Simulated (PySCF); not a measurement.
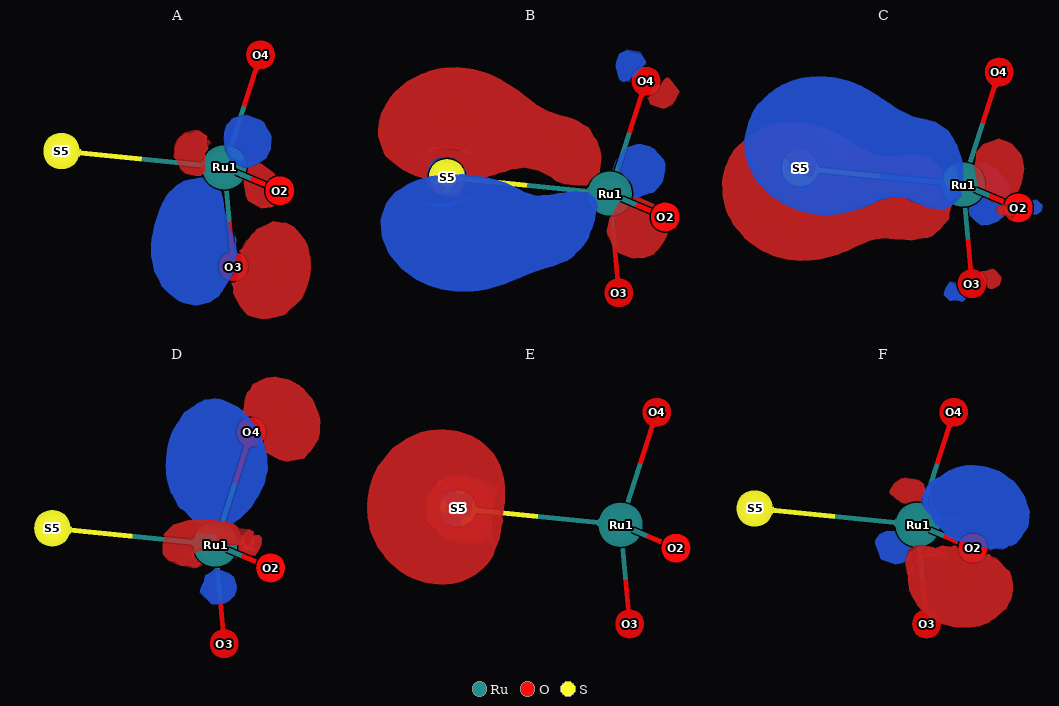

O$_{3}$RuS. Pipek–Mezey orbitals, occupied; each surface holds about 70 % of the orbital's density. Energies are diagonal elements of the Fock matrix.

Method: ωB97X/def2-TZVP; geometry: GFN2-xTB; program: PySCF. Core potentials replace the inner electrons of Ru; spin–orbit coupling isn't included. This is a single-reference result, which may miss multireference character in this system. No frequency check shows the geometry to be a minimum. GFN2-xTB bond lengths at metals and heavier atoms can be off by up to 0.1 Å and shapes distorted, which carries into these values.

The calculation's input:

```python
import numpy as np
from pyscf import gto, scf, dft, lo
from pyscf.data.elements import chemcore

def solve(mol, dm0=None, hcore=None):
    mf = (dft.UKS if mol.spin else dft.RKS)(mol, xc='wb97x')
    mf.grids.level = 3
    mf = mf.density_fit(auxbasis='def2-universal-jkfit')
    mf.conv_tol, mf.max_cycle = 1e-8, 80
    if hcore is not None:
        mf.get_hcore = lambda *args: hcore
    mf.kernel(dm0)
    if not mf.converged:
        mf = mf.newton().run(mf.mo_coeff, mf.mo_occ, max_cycle=30)
    assert mf.converged, 'SCF not converged'
    return mf

mol = gto.M(atom='''
Ru    -0.27562     0.00001     0.00000
O     -0.70607    -0.87634    -1.29125
O     -0.70618    -0.68010     1.40449
O     -0.70607     1.55643    -0.11332
S      1.81713    -0.00002     0.00003
''', basis='def2-tzvp', ecp={'Ru': 'def2-tzvp'}, charge=0, spin=0, verbose=4)
mf = solve(mol)
occ_all = mf.mo_coeff[:, mf.mo_occ > 0]
occ = occ_all[:, chemcore(mol):]
pm = lo.PM(mol, occ, pop_method='meta_lowdin')
loc = pm.kernel()
for _ in range(5):
    new, stable = pm.stability_jacobi(return_status=True)
    if stable:
        break
    loc = pm.kernel(new)
fock, s = mf.get_fock(), mf.get_ovlp()
ortho = lo.orth_ao(mol, 'meta_lowdin')
labels = mol.ao_labels(fmt=None)
vir = loc[:, :0]
both = np.hstack([loc, vir])
p = (ortho.T @ s @ both) ** 2
pop = np.array([p[[l[0] == a for l in labels]].sum(0) for a in range(mol.natm)])
spd = np.array([[p[[l[0] == a and l[2][-1] == k for l in labels]].sum(0) for k in 'spd'] for a in range(mol.natm)])
eps = np.einsum('pi,pq,qi->i', both, fock, both)
for i in np.argsort(eps):
    top = np.argsort(-pop[:, i])[:3]
    print('%3d %s %9.4f Eh ' % (i + 1, 'occ' if i < loc.shape[1] else 'vir', eps[i]), '  '.join('%s%d %.3f' % (mol.atom_symbol(a), a + 1, pop[a, i]) for a in top))
np.savez('result.npz', c=both, nocc=loc.shape[1], pop=pop, spd=spd, eps=eps, e=mf.e_tot)
```

Run with:

```sh
OMP_NUM_THREADS=1 python input.py
```

The run took 24 s on 1 thread of Arm Neoverse V2 (shared host), peak memory 0.66 GiB.

Q: Name the orbitals, with their atomic make-up and energies.

A: By panel:
- A: pair mostly on O3, shared in part with Ru1 (O3 82 %, Ru1 15 %; −15.7 eV)
- B: π bond S5–Ru1 (S5 76 %, Ru1 21 %; −11.9 eV)
- C: lone pair on S5, partly donated to Ru1 (S5 82 %, Ru1 15 %; −12.3 eV)
- D: pair mostly on O4, shared in part with Ru1 (O4 82 %, Ru1 16 %; −19.4 eV)
- E: lone pair on S5 (s-type) (S5 98 %; −20.9 eV)
- F: lone pair on O2, partly donated to Ru1 (O2 87 %, Ru1 10 %; −15.2 eV)
